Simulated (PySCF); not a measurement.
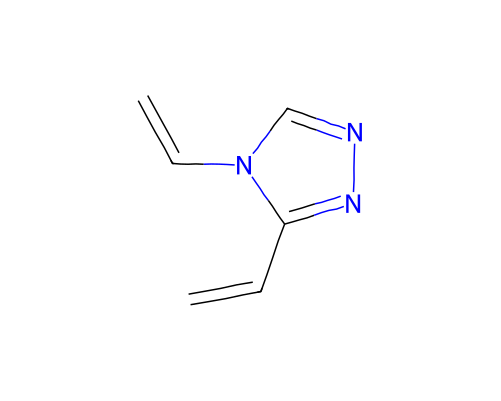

> Give its SMILES.

C=Cc1nncn1C=C

> Give the formula, hydrogens included.

C6H7N3.

> An optimisation with GFN2-xTB gave a structure of which point group?

Cs. Other conformers may differ.

More results for the same structure follow; atom numbers are the same in all pictures, views and colours differ. The computed structure is the end point of a GFN2-xTB optimisation. No frequency run is at hand to confirm it as a minimum.

### Geometry

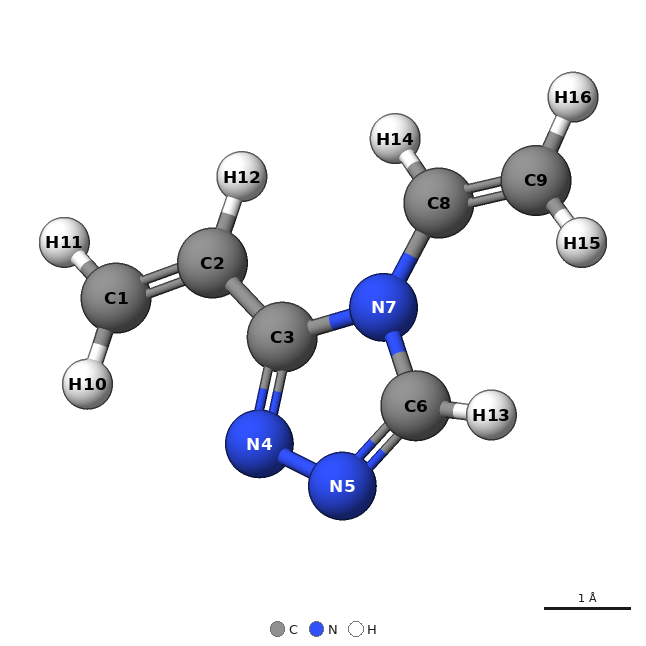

Atoms carry their numbers in the input. No frequency run is at hand to confirm it as a minimum.

Give the bond lengths.

| bond | length (Å) | order |
| --- | --- | --- |
| C1–C2 | 1.328 | double |
| C1–H10 | 1.075 | single |
| C1–H11 | 1.076 | single |
| C2–C3 | 1.441 | single |
| C2–H12 | 1.082 | single |
| C3–N4 | 1.309 | aromatic |
| C3–N7 | 1.386 | aromatic |
| N4–N5 | 1.338 | aromatic |
| N5–C6 | 1.296 | aromatic |
| C6–N7 | 1.369 | aromatic |
| C6–H13 | 1.069 | single |
| N7–C8 | 1.388 | single |
| C8–C9 | 1.324 | double |
| C8–H14 | 1.081 | single |
| C9–H15 | 1.075 | single |
| C9–H16 | 1.074 | single |

### Electronic properties

No frequency run is at hand to confirm it as a minimum. Method: PBE0/def2-SVPD, gas phase (PySCF 2.14.0). Excitations: vertical, linear response.

> Estimate the lowest vertical singlet excitation.

4.37 eV.

> Estimate the brightest of the 8 lowest singlets.

5.32 eV.

> What is the LUMO energy (Kohn–Sham orbital)?

−1.59 eV.

> Give the HOMO energy (Kohn–Sham orbital) at this level.

−7.00 eV.

### Dipole moment

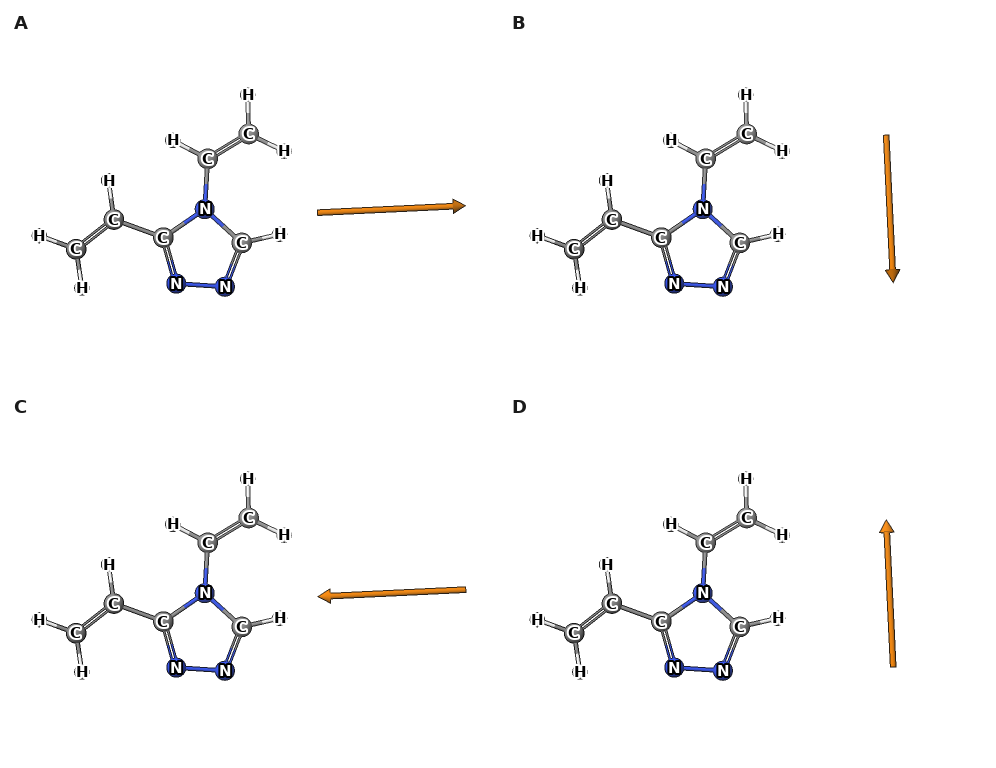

The same molecule four times, each with an arrow. No frequency run is at hand to confirm it as a minimum. Method: PBE0/def2-SVPD, gas phase (PySCF 2.14.0).

> Which arrow points along the dipole moment, from the negative to the positive end?

D. The dipole moment is 4.99 D.

### Polarisability

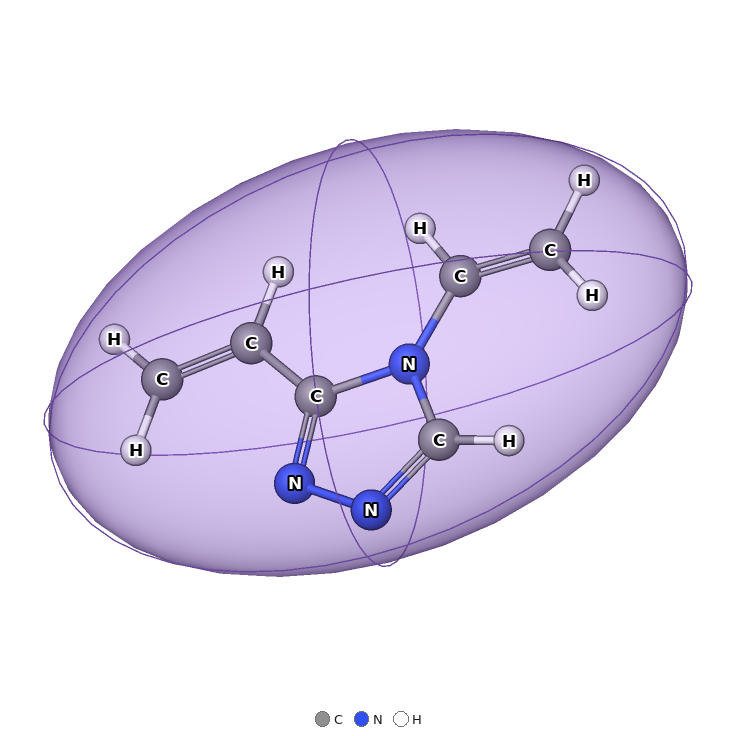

The ellipsoid shows the static dipole polarisability: its half-axes are proportional to the principal values. No frequency run is at hand to confirm it as a minimum. Level of theory: PBE0/def2-SVPD (PySCF 2.14.0).

> Give the principal values, the mean and the anisotropy.

Principal values 53.4, 94.6, 140.2 bohr³; mean 96.1 bohr³ (14.23 Å³); anisotropy 75.2 bohr³, so the longest axis is 2.62 times the shortest.
